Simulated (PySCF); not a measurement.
CH9BO2Si2, SMILES B(C)(O[SiH3])O[SiH3] at its GFN2-xTB optimised geometry (Å):

```
15

B     -1.4676    -1.1794     2.5029
C     -1.3825    -2.5027     3.3944
H     -0.7942    -3.2805     2.9174
H     -2.3761    -2.8994     3.5896
H     -0.9344    -2.2845     4.3612
O     -2.1720    -0.1161     2.9131
Si    -3.1154     0.6972     3.9280
H     -4.3538     0.9406     3.1892
H     -2.3742     1.9196     4.2357
H     -3.3839    -0.0683     5.1499
O     -0.8275    -1.1231     1.3305
Si    -0.4412    -0.2933     0.0000
H     -1.0217    -1.0746    -1.0922
H      1.0217    -0.2933     0.0000
H     -0.9652     1.0746     0.0000
```

Computed with PBE0/def2-TZVP (PySCF). Cells within 0.4 Å of a nucleus heavier than hydrogen are left out (blank, or x).

Map of the electron localisation function on the plane z = 1.5 Å:

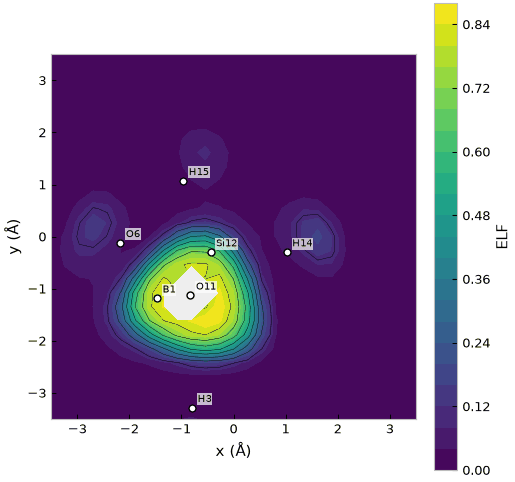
*Electron localisation function on the plane z = 1.5 Å.*
